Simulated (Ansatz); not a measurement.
# InCl (SMILES [Cl][In]): CCSD(T)/STO-3G

What is the vertical singlet–triplet gap of InCl at CCSD(T)/STO-3G? 

The calculation is run with Ansatz 0.2.0.

47 further runs of the same task are left out: 4 that didn't finish, 43 set aside as unsound or not needed.

## 1. The molecule

The species is InCl (2 atoms), meant as a singlet with charge 0. SMILES: `[Cl][In]`. Geometry: relaxed at PBE0-D4/def2-TZVP.

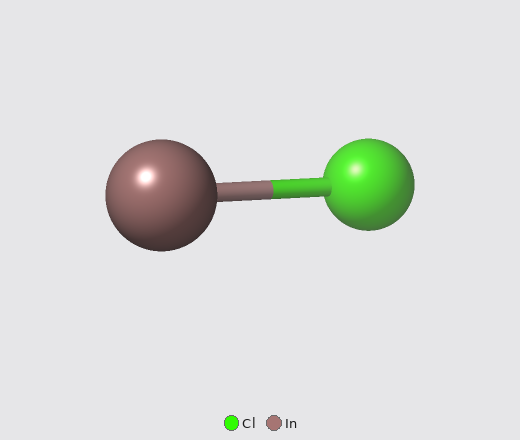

The structure, seen from a chosen angle (chlorine green, indium brown).

## 2. The energy at CCSD(T)/STO-3G

The input, in.yaml:

```yaml
crystal:
  periodic: [false, false, false]
  atoms:
    - {symbol: Cl, position_ang: [0.000000, -0.000000, -0.013930]}
    - {symbol: In, position_ang: [-0.000000, 0.000000, 2.399590]}
basis:
  gaussian: {orbitals: STO-3G}
accuracy: high
scf: {omitted_lower_state_checks: [cluster_reference, increment]}
correlation: {method: ccsd_t, frozen_orbitals: {Cl: 5, In: 18}}
```

Run with:

```bash
ansatz run in.yaml --threads 1 --pin off --max-ram 3480MiB --events-out events.jsonl --progress --plain --runs-dir runs
```

Standard output, shortened:

```text
Warning: RAYON_NUM_THREADS=1 ignored (pool sized by the plan → 1); use --threads N
Functional definition: HF
  name "HF"
[...]
635 factors; integrals over basis functions are off by at most 1.2e-8 eV
[...]
mean field -167010.39966393 eV, -6137.5189839346 hartree, gradient 1.3e-8 eV, S^2 0.000000; 0 other end points of the search recorded, 0 dependent functions left out
23 core orbitals not correlated: weight in the atoms' cores, before any rotation towards them, 1.000 or more for the frozen orbitals, at most 0.000 for the correlated occupied ones
reference -167010.39966393 eV, -6137.5189839346 hartree; 10, 10 occupied and 3, 3 virtual orbitals, 635 factors
second order -0.67568960 eV of doubles, -0.00000000 eV of singles
cycle   1  -0.87413809 eV  change   -2.0e-1 eV  update   6.8e-2
[...]
cycle  18  -1.03333547 eV  change   -1.5e-9 eV  update   1.1e-9
perturbative correction -0.02280644 eV, -0.0008381211 hartree
Total energy: -167011.45580583 eV, -6137.5577964337 hartree
Checks for a lower state left out: cluster_reference, increment
```

It took 0.34 s on 1 thread of AMD EPYC 9R45 (Zen 5), shared host.

## 3. The triplet, same level

The input, run.yaml:

```yaml
basis:
  gaussian:
    orbitals: STO-3G
crystal:
  periodic: [false, false, false]
  atoms:
    - symbol: Cl
      position_ang: [0.000000, -0.000000, -0.013930]
    - symbol: In
      position_ang: [-0.000000, 0.000000, 2.399590]
magnetization:
  spin_polarized: true
  initial_magnetization: 2
scf:
  omitted_lower_state_checks: [cluster_reference, increment]
accuracy: high
correlation:
  method: ccsd_t
  frozen_orbitals: {Cl: 5, In: 18}
```

Run with:

```bash
ansatz run run.yaml --threads 1 --pin off --max-ram 3480MiB --events-out events.jsonl --progress --plain --runs-dir runs
```

Standard output, shortened:

```text
Warning: RAYON_NUM_THREADS=1 ignored (pool sized by the plan → 1); use --threads N
[... 2 set-up lines as earlier in the session ...]
[...]
635 factors; integrals over basis functions are off by at most 1.2e-8 eV
[...]
mean field -167008.14783174 eV, -6137.4362306280 hartree, gradient 1.4e-8 eV, S^2 2.001684; 2 other end points of the search recorded, 0 dependent functions left out
23 core orbitals not correlated: weight in the atoms' cores, before any rotation towards them, 1.000 or more for the frozen orbitals, at most 0.000 for the correlated occupied ones
reference -167008.14783174 eV, -6137.4362306280 hartree; 11, 9 occupied and 2, 4 virtual orbitals, 635 factors
second order -0.24254092 eV of doubles, -0.00000000 eV of singles
cycle   1  -0.29235106 eV  change   -5.0e-2 eV  update   3.8e-2
[...]
cycle  22  -0.35240498 eV  change   4.7e-10 eV  update   1.3e-9
perturbative correction -0.01617044 eV, -0.0005942527 hartree
Total energy: -167008.51640716 eV, -6137.4497755248 hartree
Checks for a lower state left out: cluster_reference, increment
```

Run time: 0.52 s. Hardware: 1 thread of AMD EPYC 9R45 (Zen 5), shared host; peak memory 0.13 GiB.

## 4. Results

Level: CCSD(T)/STO-3G, 23 core orbitals frozen.

```
                                             quantity           value
                                singlet: total energy  -6137.55780 Eh
singlet: correlation energy (23 core orbitals frozen)       -38.8 mEh
                              singlet: (T) correction       -0.84 mEh
                               singlet: T1 diagnostic           0.008
                                triplet: total energy  -6137.44978 Eh
triplet: correlation energy (23 core orbitals frozen)       -13.5 mEh
                              triplet: (T) correction       -0.59 mEh
           triplet: ⟨S²⟩ of the reference determinant           2.002
                               triplet: T1 diagnostic           0.010
     vertical energy of the triplet above the singlet        2.939 eV
```

What this shows: At this shape the triplet lies 2.94 eV (68 kcal/mol) above the singlet. In a minimal basis such a difference can be off by several eV, whatever the method. The triples (singlet) make up 2.2 % of the correlation energy. Relativity is left out (singlet) although the molecule holds a heavy atom. The triples (triplet) make up 4.4 % of the correlation energy. Relativity is left out (triplet) although the molecule holds a heavy atom.
